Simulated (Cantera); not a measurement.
A closed system holds: 1 mol B, 0.087 mol Cl₂, at 1330 Pa.

Equilibrium computed with Cantera from the NASA thermochemical tables; the gas is ideal and each condensed phase is pure. Candidate condensed phases: B; 7 gas species. The tables' values for BCl₂, BCl are old estimates; treat these amounts as uncertain. Kinetics and transport are ignored.

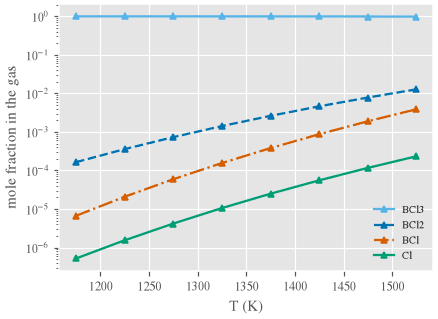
Figure: Equilibrium gas composition (values under 1e-9 drawn at 1e-9)

From 1175 K to 1525 K the condensed part is B(s). The main B-bearing gas is BCl₃ throughout.
